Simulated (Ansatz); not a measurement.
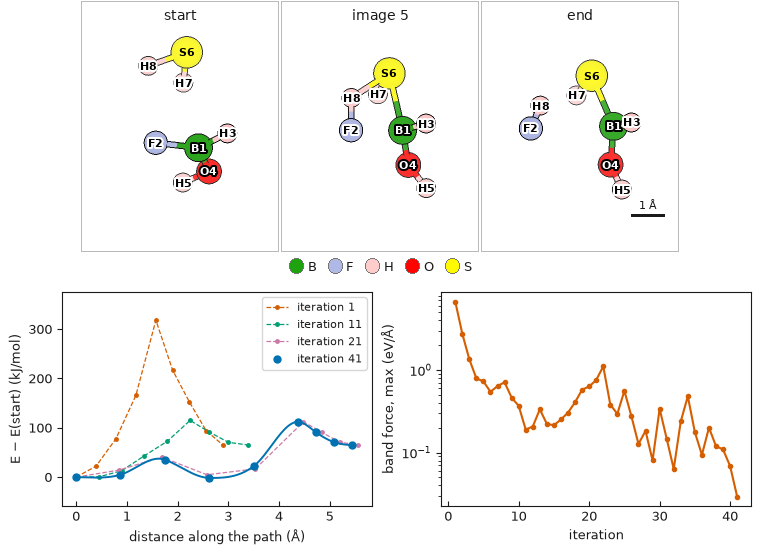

A nudged-elastic-band calculation for BH₄SOF, made up at the start of BH$_{2}$OF and H$_{2}$S. Images are numbered from 0 (start) to 8 (end). The plot follows the band through its iterations. The picture is a ball-and-stick view, seen from a free direction.

The calculation used RKS revPBE-D4/def2-SVP (Ansatz). Set-up: 7 movable images; climbing image; force threshold 0.05 eV/Å; iteration limit 60; starting path through a guess of the saddle point.

Q: How did the profile develop, and is the result final?

A: The run is converged, with reservations. The band converged in 41 iterations. The largest component of the band force went from 6.8 to 0.029 eV/Å. The climbing image converged on the top of the path. Its vibrational analysis gives one imaginary mode (711i cm⁻¹), as a transition state must have. The first iteration put the highest image at 318.3 kJ/mol. The energy climbs by 112.2 kJ/mol to image 5 and then falls by 46.9 kJ/mol, so the end point sits at +65.3 kJ/mol. Image 3 lies below both ends, at −1.5 kJ/mol, which points to an intermediate minimum that so few images don't resolve. The profile has 2 maxima (images 2, 5) with a dip at image 3 (−1.5 kJ/mol), so the process runs in steps.

Limits of the set-up: the start holds two separate molecules, 2.7 Å apart at their closest, whose relative position is a soft coordinate.

Cost: 5.9 min on 1 thread of Intel(R) Xeon(R) Platinum 8488C (Sapphire Rapids), with other jobs on the host, peak memory 0.16 GiB.
